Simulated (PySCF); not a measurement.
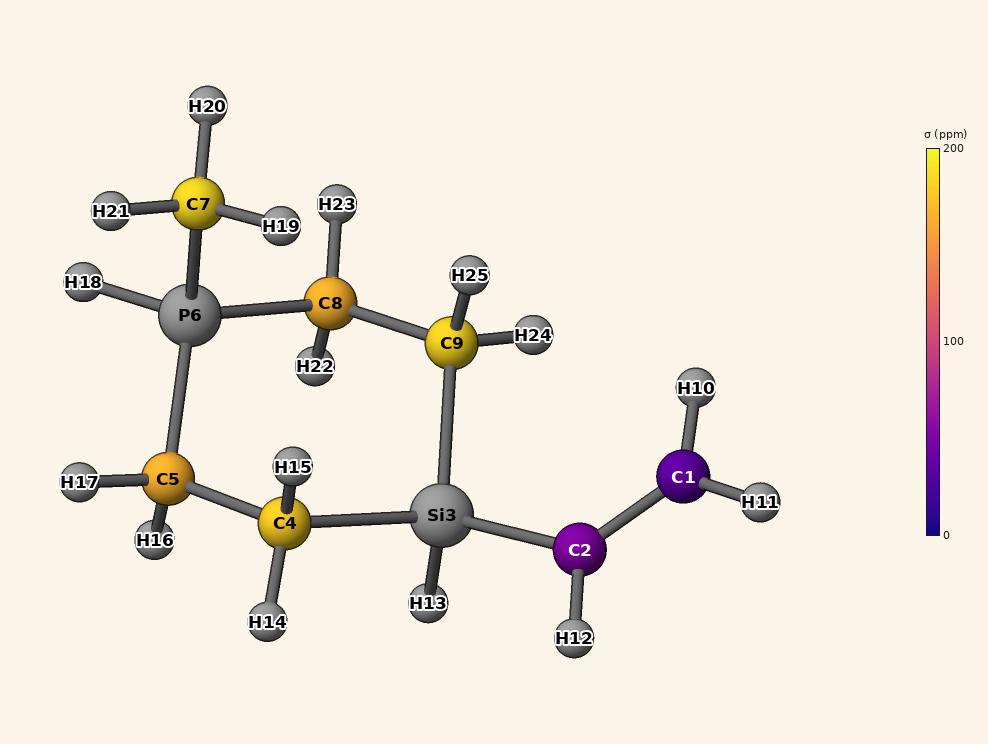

Atoms are coloured by their isotropic NMR shieldings (C only, the others grey). The species has charge +1 and is a spin singlet. The geometry was computed by an optimisation with GFN2-xTB. No frequency run is at hand to confirm it as a minimum. Method: GIAO PBE0/pcSseg-1 NMR shielding, non-relativistic, gas phase (PySCF 2.14.0).

**Which C atom is the most shielded (lowest chemical shift)?**

C7 (185.7 ppm).

**Which C atom is the least shielded (highest chemical shift)?**

C1 (36.5 ppm).

**How wide is the range of C shifts?**

149.2 ppm.

List the isotropic NMR shieldings of the C atoms.

| atom | σ (ppm) |
| --- | --- |
| C1 | 36.5 |
| C2 | 53.5 |
| C4 | 180.2 |
| C5 | 167.0 |
| C7 | 185.7 |
| C8 | 167.4 |
| C9 | 183.7 |

The geometry is semi-empirical. Around P, Si such bond lengths and angles can be off by a tenth of an ångström or more and by several degrees, and values that hang on the shape move with them.
